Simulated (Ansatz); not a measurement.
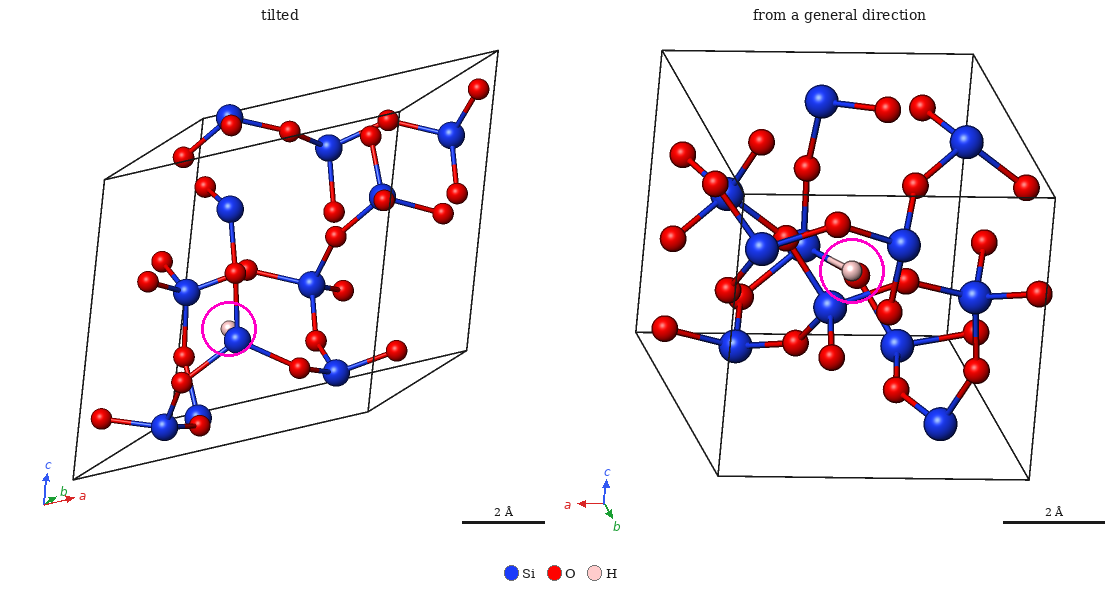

Structure drawing (ball-and-stick), viewed slightly off an axis and from a general direction. The box is the supercell; atoms on or close to its faces, edges and corners are drawn wherever they repeat. The host is SiO$_{2}$, in a cell of 27 sites, and the cell carries a charge of -1. A ring marks the defect's site.

### What kind of defect was put in?

An interstitial hydrogen atom. It is bonded to one Si at about 1.5 Å.

The atoms were relaxed in the host's cell with DFT PBE, scalar-relativistic, plane waves, PAW (Ansatz).
